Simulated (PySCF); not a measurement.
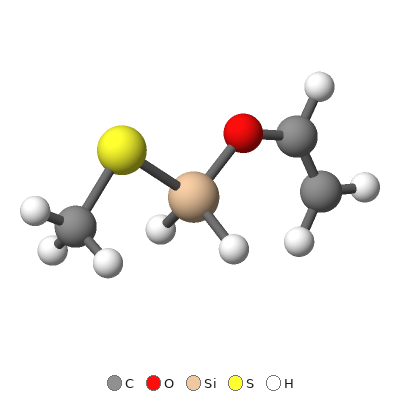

Structure of C₃H₈OSSi, SMILES C=CO[SiH2]SC.

Simulated rotational absorption lines between 2 and 20 GHz at 2 K: rigid rotor with the equilibrium constants and dipole of one optimised conformer (PBE0-D3(BJ)/def2-SVP, PySCF), commonest isotopes; no centrifugal distortion, hyperfine structure, internal rotation or nuclear-spin weights; lines within 1 MHz of each other are summed. Lines of different type are drawn apart.

What are the rotational constants, and what kind of rotor is it?

Answer. Rotational constants A, B, C = 8.325, 1.010, 0.9156 GHz; Ray's κ = −0.97, a near-prolate asymmetric top.

Assign the strongest lines, as J(Ka,Kc).

Answer.
```
  GHz   upper   lower  type  relative intensity
19.56  7(1,7)  6(0,6)     b                1.00
17.94  6(1,6)  5(0,5)     b                0.97
16.29  5(1,5)  4(0,4)     b                0.87
14.60  4(1,4)  3(0,3)     b                0.71
12.86  3(1,3)  2(0,2)     b                0.51
 8.09  5(1,4)  5(0,5)     b                0.32
```

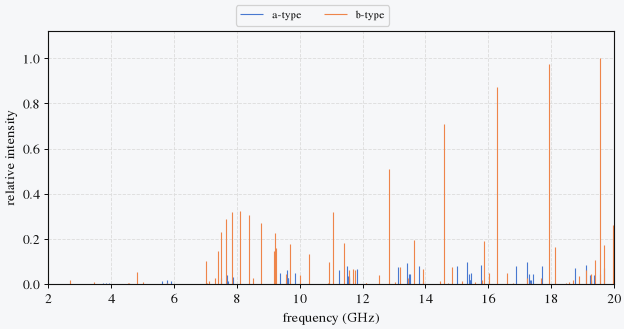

Note: coarse grid, loose stop and no frequency check, small forces are noise and the end may be a saddle.
